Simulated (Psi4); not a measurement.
Approach curve of the dimer C4H4O ··· H3O+ (SMILES c1ccoc1 and [OH3+]) (charge +1). Monomers: optimised at B3LYP-D3(BJ) (def2-TZVP), held rigid. Orientation: a random orientation, not optimised. The monomers approach along the line of their centres of mass (distance R); nothing else relaxes.

Geometry at R = 4.38 Å (first 9 atoms: monomer A):
```
13

C     -0.9309     0.4204    -0.0827
C      0.4038     0.9404    -0.0585
C      1.2238    -0.1305     0.0733
O      0.4959    -1.2796     0.1324
C     -0.8150    -0.9246     0.0362
H     -1.8475     0.9773    -0.1763
H      0.7048     1.9716    -0.1299
H      2.2911    -0.2441     0.1374
H     -1.5259    -1.7307     0.0680
O     -3.9614    -0.5073    -1.6845
H     -4.4613     0.3368    -1.7023
H     -3.4533    -0.6766    -2.5066
H     -3.4325    -0.6299    -0.8672
```

Calculation: SAPT0/jun-cc-pVDZ, frozen core in Psi4.

Components in kcal/mol:

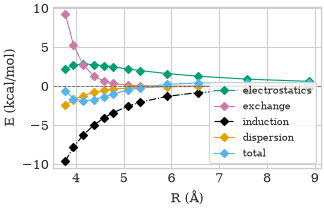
Fig. 1. Components of the interaction energy.

```csv
R / Å,electrostatics,exchange,induction,dispersion,total
3.78,2.23,9.25,-9.60,-2.45,-0.57
3.95,2.69,5.31,-7.83,-1.75,-1.58
4.15,2.84,2.75,-6.29,-1.20,-1.90
4.38,2.77,1.28,-4.98,-0.79,-1.72
4.59,2.62,0.63,-4.07,-0.55,-1.36
4.77,2.47,0.35,-3.43,-0.41,-1.02
5.09,2.20,0.12,-2.57,-0.25,-0.50
5.35,2.00,0.05,-2.05,-0.17,-0.18
5.90,1.62,0.01,-1.32,-0.08,0.23
6.55,1.28,0.00,-0.83,-0.04,0.41
7.58,0.90,0.00,-0.44,-0.01,0.45
8.88,0.62,0.00,-0.22,-0.01,0.39
```
